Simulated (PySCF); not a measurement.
# NH₄+: magnetic properties

Wanted: magnetic properties for NH₄+ (`[NH4+]`).

Programs: PySCF 2.14.0, with routines of our own; each step states its level. All values are computed. Atoms count from 0.

## 1. The starting structure

5 atoms, charge 1, multiplicity 1; geometry from: GFN2-xTB.

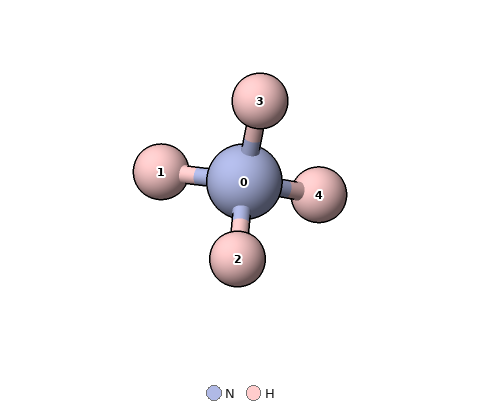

The starting geometry (nitrogen light blue, hydrogen pink).

## 2. Relaxing the molecule at PBE0-D3(BJ)/def2-SVP

The job: settings as JSON, then the geometry in Å.

```
{"job": {"xc": "PBE0", "basis": "def2-SVP", "d3": "d3bj", "grid": 1, "kind": "geom"}, "charge": 1, "multiplicity": 1}
N      0.001742     0.000559    -0.003445
H      0.866582    -0.558275    -0.012119
H      0.184582     0.922645    -0.423535
H     -0.317972     0.123180     0.967583
H     -0.726312    -0.485257    -0.545669
```

Command:

```
OMP_NUM_THREADS=1 python excited_run.py task.json out
```

This one command runs all jobs of the session in turn.

What it wrote:

```text
step   0  E = -56.78957970  max force = 0.000068
step   1  E = -56.78957640  max force = 0.000055
step   2  E = -56.78957641  max force = 0.000011
optimisation converged
```

Wall time 0.87 s (1 thread of Arm Neoverse V2, shared host); peak memory 0.22 GiB.

Relaxation path:

```csv
step,energy from step 0 (eV),largest force component (eV/Å)
0,0.0000,0.0035
1,0.0001,0.0028
2,0.0001,0.0006
```

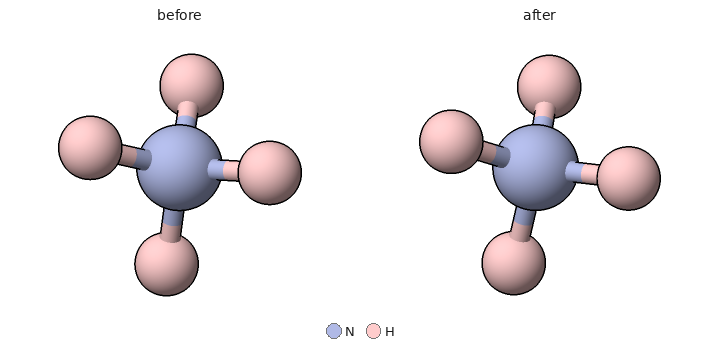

The geometry before (left) and after (right).

Distances of close pairs at the start and the end, largest changes first:

```csv
bond,before (Å),after (Å),change (Å)
N0–H1,1.030,1.030,-0.000
N0–H4,1.030,1.030,+0.000
N0–H2,1.030,1.030,+0.000
N0–H3,1.030,1.030,+0.000
```

The end geometry stands in the next job.

```csv
at the end point,value
point group (found at 0.08 Å tolerance),Td
"rotational constants (GHz, main isotopes)","177.4, 177.4, 177.4"
```

## 3. Magnetic properties: GIAO B3LYP/Sadlej pVTZ

The job: settings as JSON, then the geometry in Å.

```
{"job": {"kind": "mag", "xc": "B3LYP", "basis": "Sadlej pVTZ"}, "charge": 1, "multiplicity": 1}
N     -0.006490     0.001332    -0.001104
H      0.898654    -0.489231     0.013892
H      0.108757     0.920770    -0.450071
H     -0.343175     0.130232     0.963378
H     -0.690394    -0.556296    -0.531703
```

Method: GIAO B3LYP/Sadlej pVTZ magnetisability, rotational g tensor and spin-rotation constants, non-relativistic, gas phase.

What it wrote:

```text
coarse grid: 3544 points
cycle   1  E = -56.9094477524  dE =  2.324e-01  |g| = 1.116e-01  |ddm| = 3.476e+00
cycle   2  E = -56.9137145624  dE = -4.267e-03  |g| = 1.520e-02  |ddm| = 4.713e-01
cycle   3  E = -56.9137152462  dE = -6.837e-07  |g| = 1.300e-02  |ddm| = 2.616e-02
cycle   4  E = -56.9137482797  dE = -3.303e-05  |g| = 1.871e-03  |ddm| = 1.266e-02
cycle   5  E = -56.9137489903  dE = -7.106e-07  |g| = 2.916e-05  |ddm| = 1.462e-03
final grid: 32480 points
cycle   6  E = -56.9125143487  dE = -1.032e-05  |g| = 5.120e-03  |ddm| = 3.828e-02
cycle   7  E = -56.9125110824  dE =  3.266e-06  |g| = 6.620e-03  |ddm| = 1.064e-02
cycle   8  E = -56.9125197749  dE = -8.692e-06  |g| = 7.116e-05  |ddm| = 5.399e-03
cycle   9  E = -56.9125197759  dE = -9.802e-10  |g| = 2.448e-06  |ddm| = 7.516e-05
converged SCF energy = -56.9125197759

Magnetisability tensor (1e-30 J/T^2)
     -241.94        0.00        0.00
        0.00     -241.93        0.00
        0.00        0.00     -241.94
isotropic -241.94   principal values    -241.94   -241.94   -241.93
isotropic susceptibility -14.570 1e-6 cm^3/mol

Inertial axes            a          b          c
rot. const./GHz    177.3771   177.3664   177.3623
chi total           -14.570    -14.570    -14.570
chi diamagnetic     -19.700    -19.700    -19.700
chi paramagnetic      5.130      5.130      5.130
quadrupole/D A        0.000      0.000      0.000
g nuclear            0.9995     0.9994     0.9994
g electronic        -0.4275    -0.4274    -0.4274
g total              0.5720     0.5720     0.5720

Spin-rotation constants (kHz, H = +C I.J)
atom  isotope        aa         bb         cc
  0    14N        5.354      5.354      5.354
  1     1H      -15.857    -15.856    -15.856
  2     1H      -15.857    -15.856    -15.855
  3     1H      -15.857    -15.856    -15.856
  4     1H      -15.857    -15.856    -15.855
```

Run time: 1.3 s. Hardware: 1 thread of Arm Neoverse V2, shared host; peak memory 0.27 GiB.

Key values:

```csv
quantity,value
magnetisability,-242·10⁻³⁰ J/T²
molar susceptibility,-14.6·10⁻⁶ cm³/mol
"rotational g (a, b, c)","0.5720, 0.5720, 0.5720"
```

The fields below are evaluated on a grid from the run's orbitals.

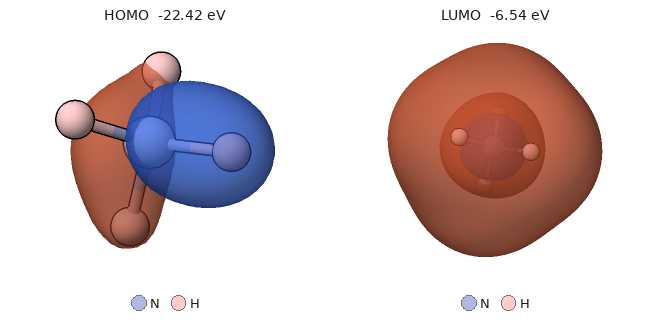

Frontier orbitals at B3LYP/Sadlej pVTZ; each surface holds 70 % of the orbital's density, blue and red mark the sign.

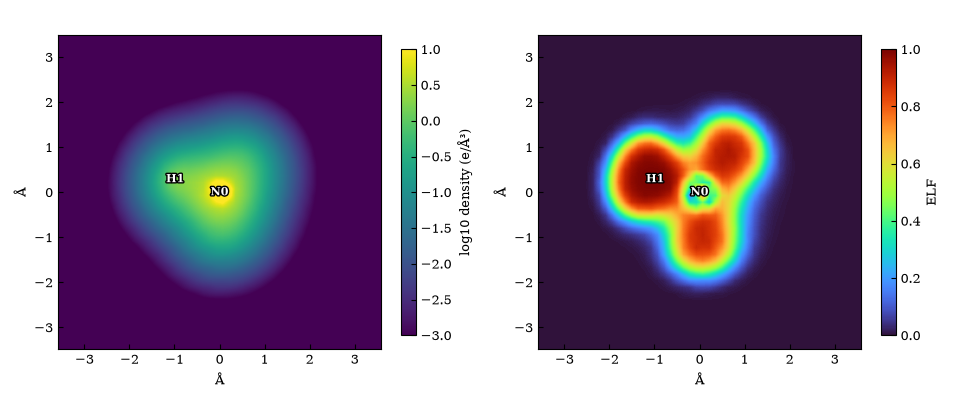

Density (left) and ELF (right) in a plane through or near 2 of the atoms.

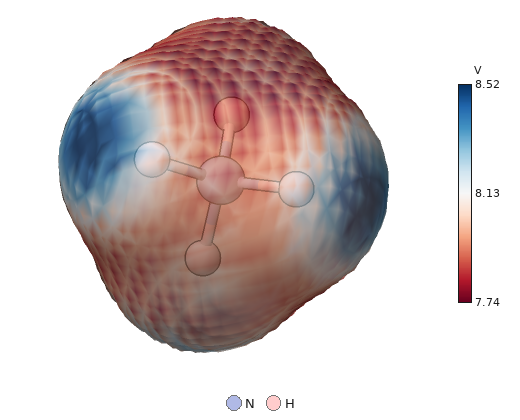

The potential that a unit positive charge feels on the 0.002 e/bohr³ surface, from the 1st to the 99th percentile, from 7.74 to 8.52 V.

## 4. Magnetic properties: GIAO B3LYP/def2-SVP

The job: settings as JSON, then the geometry in Å.

```
{"job": {"kind": "mag", "xc": "B3LYP", "basis": "def2-SVP"}, "charge": 1, "multiplicity": 1}
N     -0.006490     0.001332    -0.001104
H      0.898654    -0.489231     0.013892
H      0.108757     0.920770    -0.450071
H     -0.343175     0.130232     0.963378
H     -0.690394    -0.556296    -0.531703
```

Level: GIAO B3LYP/def2-SVP magnetisability, rotational g tensor and spin-rotation constants, non-relativistic, gas phase.

What it wrote:

```text
coarse grid: 3544 points
cycle   1  E = -56.8509003454  dE =  2.258e-01  |g| = 1.025e-01  |ddm| = 1.743e+00
cycle   2  E = -56.8546648758  dE = -3.765e-03  |g| = 5.986e-03  |ddm| = 1.790e-01
cycle   3  E = -56.8546679079  dE = -3.032e-06  |g| = 4.449e-03  |ddm| = 6.807e-03
cycle   4  E = -56.8546714953  dE = -3.587e-06  |g| = 1.453e-03  |ddm| = 3.458e-03
final grid: 32480 points
cycle   5  E = -56.8557482361  dE = -9.164e-06  |g| = 7.038e-03  |ddm| = 9.749e-03
cycle   6  E = -56.8557420704  dE =  6.166e-06  |g| = 8.988e-03  |ddm| = 9.356e-03
cycle   7  E = -56.8557584148  dE = -1.634e-05  |g| = 3.630e-05  |ddm| = 5.217e-03
cycle   8  E = -56.8557584151  dE = -2.446e-10  |g| = 2.856e-06  |ddm| = 2.071e-05
converged SCF energy = -56.8557584151

Magnetisability tensor (1e-30 J/T^2)
     -242.39        0.00        0.00
        0.00     -242.39        0.00
        0.00        0.00     -242.39
isotropic -242.39   principal values    -242.39   -242.39   -242.39
isotropic susceptibility -14.597 1e-6 cm^3/mol

Inertial axes            a          b          c
rot. const./GHz    177.3771   177.3664   177.3623
chi total           -14.597    -14.597    -14.597
chi diamagnetic     -19.626    -19.626    -19.626
chi paramagnetic      5.029      5.029      5.029
quadrupole/D A        0.000      0.000      0.000
g nuclear            0.9995     0.9994     0.9994
g electronic        -0.4190    -0.4190    -0.4190
g total              0.5805     0.5804     0.5804

Spin-rotation constants (kHz, H = +C I.J)
atom  isotope        aa         bb         cc
  0    14N        6.052      6.051      6.051
  1     1H      -15.539    -15.538    -15.538
  2     1H      -15.538    -15.537    -15.537
  3     1H      -15.539    -15.538    -15.537
  4     1H      -15.539    -15.538    -15.537
```

It took 0.49 s on 1 thread of Arm Neoverse V2, shared host; peak memory 0.27 GiB.

From this job:

```csv
quantity,value
magnetisability,-242·10⁻³⁰ J/T²
molar susceptibility,-14.6·10⁻⁶ cm³/mol
"rotational g (a, b, c)","0.5805, 0.5804, 0.5804"
```

## 5. Magnetic properties: GIAO B3LYP/MINI

The job: settings as JSON, then the geometry in Å.

```
{"job": {"kind": "mag", "xc": "B3LYP", "basis": "MINI"}, "charge": 1, "multiplicity": 1}
N     -0.006490     0.001332    -0.001104
H      0.898654    -0.489231     0.013892
H      0.108757     0.920770    -0.450071
H     -0.343175     0.130232     0.963378
H     -0.690394    -0.556296    -0.531703
```

Level: GIAO B3LYP/MINI magnetisability, rotational g tensor and spin-rotation constants, non-relativistic, gas phase.

What it wrote:

```text
coarse grid: 3544 points
cycle   1  E = -56.4020234581  dE =  3.961e-01  |g| = 9.969e-03  |ddm| = 2.289e+00
cycle   2  E = -56.4020335929  dE = -1.013e-05  |g| = 7.380e-03  |ddm| = 2.281e-02
cycle   3  E = -56.4020486729  dE = -1.508e-05  |g| = 1.590e-03  |ddm| = 1.176e-02
cycle   4  E = -56.4020493784  dE = -7.055e-07  |g| = 2.649e-05  |ddm| = 2.083e-03
final grid: 32480 points
cycle   5  E = -56.3952189288  dE =  3.955e-08  |g| = 1.789e-03  |ddm| = 4.689e-03
cycle   6  E = -56.3952188129  dE =  1.159e-07  |g| = 1.903e-03  |ddm| = 4.838e-03
cycle   7  E = -56.3952198441  dE = -1.031e-06  |g| = 2.392e-06  |ddm| = 2.491e-03
cycle   8  E = -56.3952198441  dE = -1.975e-12  |g| = 5.159e-08  |ddm| = 4.498e-06
converged SCF energy = -56.3952198441

Magnetisability tensor (1e-30 J/T^2)
     -282.75        0.00       -0.00
        0.00     -282.74        0.00
       -0.00        0.00     -282.74
isotropic -282.74   principal values    -282.75   -282.74   -282.74
isotropic susceptibility -17.027 1e-6 cm^3/mol

Inertial axes            a          b          c
rot. const./GHz    177.3771   177.3664   177.3623
chi total           -17.027    -17.027    -17.027
chi diamagnetic     -21.909    -21.909    -21.909
chi paramagnetic      4.882      4.882      4.882
quadrupole/D A        0.000      0.000      0.000
g nuclear            0.9995     0.9994     0.9994
g electronic        -0.4068    -0.4068    -0.4068
g total              0.5927     0.5927     0.5926

Spin-rotation constants (kHz, H = +C I.J)
atom  isotope        aa         bb         cc
  0    14N        5.096      5.096      5.095
  1     1H      -18.065    -18.064    -18.063
  2     1H      -18.064    -18.063    -18.063
  3     1H      -18.065    -18.064    -18.063
  4     1H      -18.064    -18.063    -18.063
```

Run time: 0.31 s. Hardware: 1 thread of Arm Neoverse V2, shared host; peak memory 0.27 GiB.

From this job:

```csv
quantity,value
magnetisability,-283·10⁻³⁰ J/T²
molar susceptibility,-17.0·10⁻⁶ cm³/mol
"rotational g (a, b, c)","0.5927, 0.5927, 0.5926"
```

## 6. Magnetic properties: GIAO B3LYP/6-31G*

The job: settings as JSON, then the geometry in Å.

```
{"job": {"kind": "mag", "xc": "B3LYP", "basis": "6-31G*"}, "charge": 1, "multiplicity": 1}
N     -0.006490     0.001332    -0.001104
H      0.898654    -0.489231     0.013892
H      0.108757     0.920770    -0.450071
H     -0.343175     0.130232     0.963378
H     -0.690394    -0.556296    -0.531703
```

Method: GIAO B3LYP/6-31G* magnetisability, rotational g tensor and spin-rotation constants, non-relativistic, gas phase.

What it wrote:

```text
coarse grid: 3544 points
cycle   1  E = -56.9016654430  dE =  2.253e-01  |g| = 1.007e-01  |ddm| = 1.527e+00
cycle   2  E = -56.9052045106  dE = -3.539e-03  |g| = 1.310e-02  |ddm| = 1.763e-01
cycle   3  E = -56.9051958357  dE =  8.675e-06  |g| = 1.444e-02  |ddm| = 1.497e-02
cycle   4  E = -56.9052386033  dE = -4.277e-05  |g| = 1.528e-04  |ddm| = 8.138e-03
cycle   5  E = -56.9052386084  dE = -5.121e-09  |g| = 2.642e-06  |ddm| = 1.233e-04
final grid: 32480 points
cycle   6  E = -56.8926828670  dE = -6.135e-06  |g| = 5.605e-03  |ddm| = 6.647e-03
cycle   7  E = -56.8926787372  dE =  4.130e-06  |g| = 7.236e-03  |ddm| = 7.231e-03
cycle   8  E = -56.8926894567  dE = -1.072e-05  |g| = 4.586e-05  |ddm| = 4.004e-03
cycle   9  E = -56.8926894571  dE = -3.955e-10  |g| = 5.070e-06  |ddm| = 2.471e-05
converged SCF energy = -56.8926894571

Magnetisability tensor (1e-30 J/T^2)
     -246.13       -0.00        0.00
       -0.00     -246.13        0.00
        0.00        0.00     -246.13
isotropic -246.13   principal values    -246.13   -246.13   -246.13
isotropic susceptibility -14.822 1e-6 cm^3/mol

Inertial axes            a          b          c
rot. const./GHz    177.3771   177.3664   177.3623
chi total           -14.822    -14.822    -14.822
chi diamagnetic     -19.726    -19.726    -19.726
chi paramagnetic      4.904      4.904      4.904
quadrupole/D A        0.000      0.000      0.000
g nuclear            0.9995     0.9994     0.9994
g electronic        -0.4086    -0.4086    -0.4086
g total              0.5909     0.5908     0.5908

Spin-rotation constants (kHz, H = +C I.J)
atom  isotope        aa         bb         cc
  0    14N        6.017      6.017      6.017
  1     1H      -16.405    -16.404    -16.404
  2     1H      -16.405    -16.404    -16.404
  3     1H      -16.405    -16.404    -16.404
  4     1H      -16.405    -16.404    -16.404
```

Wall time 0.43 s (1 thread of Arm Neoverse V2, shared host); peak memory 0.27 GiB.

In short:

```csv
quantity,value
magnetisability,-246·10⁻³⁰ J/T²
molar susceptibility,-14.8·10⁻⁶ cm³/mol
"rotational g (a, b, c)","0.5909, 0.5908, 0.5908"
```

## 7. The levels compared

```csv
level,ξ (10⁻³⁰ J/T²),g(a),g(b),gap (eV),functions,time
GIAO B3LYP/Sadlej pVTZ,-242,0.5720,0.5720,15.88,60,1.3 s
GIAO B3LYP/def2-SVP,-242,0.5805,0.5804,16.42,34,0.49 s
GIAO B3LYP/MINI,-283,0.5927,0.5927,19.35,9,0.31 s
GIAO B3LYP/6-31G*,-246,0.5909,0.5908,16.77,22,0.43 s
```

## 8. What came out

| quantity | value |
| --- | --- |
| point group | Td |
| rotational constants (main isotopes) | 177.38, 177.37, 177.36 GHz |
| magnetisability (step 3, GIAO B3LYP/Sadlej pVTZ) | -242·10⁻³⁰ J/T² |
| molar susceptibility (step 3, GIAO B3LYP/Sadlej pVTZ) | -14.6·10⁻⁶ cm³/mol |
| rotational g (a, b, c) (step 3, GIAO B3LYP/Sadlej pVTZ) | 0.5720, 0.5720, 0.5720 |
| magnetisability over the levels | -246 to -242·10⁻³⁰ J/T² |

In words: With PBE0/def2-SVP, its start was all but relaxed already: 2 steps gained 0.0 meV. For an ion, the motion of the centre of mass in the field is left out. GIAO B3LYP/MINI has a minimal basis, so it is left out of the spread where two other levels stand. The magnetisability spreads by 1.7 % over 3 levels, from GIAO B3LYP/6-31G* (0.43 s) to GIAO B3LYP/Sadlej pVTZ (1.3 s); the runs took 0.43 s to 1.3 s. Vibrational averaging and real surroundings are missing from these values.
